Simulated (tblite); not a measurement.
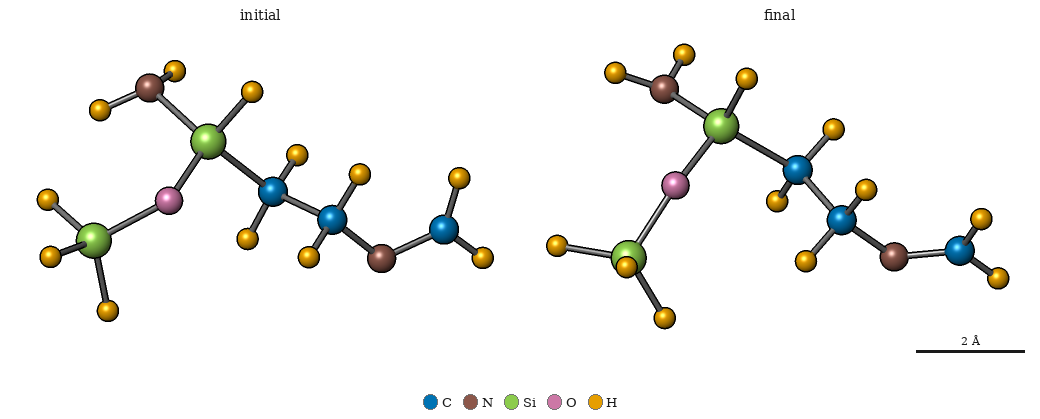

The structure of C3H12N2OSi2 before (left) and after (right) a relaxation, at one scale.

The picture is a ball-and-stick view, seen at a tilt.

Method: tblite, GFN2-xTB geometry optimisation, gas phase. 

Describe what moved and what it gained.

Answer. An H atom moves most after the best rigid fit: 1.17 Å. By element the largest moves are H 1.17 Å, O 0.60 Å, N 0.49 Å, C 0.49 Å, Si 0.49 Å. Among the contacts that change: Si–Si 2.863 → 3.168 Å, N–Si 1.772 → 1.722 Å, O–Si 1.668 → 1.622 Å, C–N 1.293 → 1.249 Å. Among the angles between lasting bonds that change: Si–O–Si 118.6° → 155.8°, N–Si–H 106.8° → 117.2°, N–Si–O 116.0° → 107.4°. Groups turn about O–Si by about 45°, O–Si by about 30°. The energy falls by 77.1 kJ/mol in 148 geometry steps.
